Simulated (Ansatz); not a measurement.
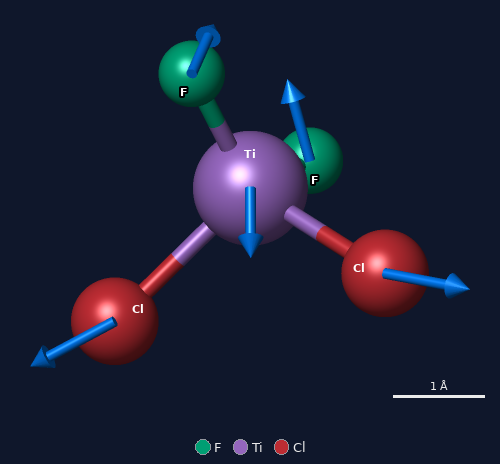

This is a relaxation of TiCl₂F₂. The starting structure is drawn; blue arrows show the displacements, magnified 10 times. The two geometries are superimposed by the best rigid fit.

A ball-and-stick model, seen at a tilt.

The start comes from GFN2-xTB.

The calculation used Ansatz, RKS PBE0-D4/def2-TZVP.

The input:
```yaml
crystal:
  periodic: [false, false, false]
  atoms:
    - {symbol: F, position_ang: [-0.209490, -0.185260, 1.766800]}
    - {symbol: Ti, position_ang: [0.101830, -0.105400, 0.105750]}
    - {symbol: F, position_ang: [1.371260, -0.999700, -0.566060]}
    - {symbol: Cl, position_ang: [-1.672290, -0.634820, -0.912860]}
    - {symbol: Cl, position_ang: [0.408680, 1.925190, -0.393620]}
basis:
  gaussian: {orbitals: def2-TZVP}
hamiltonian: {xc: pbe0, dispersion: d4}
relax: {f_tol: 0.005, max_steps: 150}
```

### What did the optimiser do to the structure, and how much energy did it gain?

The largest moves after the best rigid fit, 0.11 Å, are those of Cl4 and Cl5. Largest moves by element: Cl 0.11 Å, F 0.10 Å, Ti 0.08 Å. Near-neighbour distances that change, for instance: Ti2–Cl4 2.113 → 2.170 Å, F1–Ti2 1.692 → 1.733 Å. Among the angles between lasting bonds that change: F1–Ti2–F3 120.2° → 109.1°, Cl4–Ti2–Cl5 104.4° → 109.8°. Over 5 geometry steps the energy falls by 0.221 eV. The largest force component goes from 1.9 to 0.00054 eV/Å.
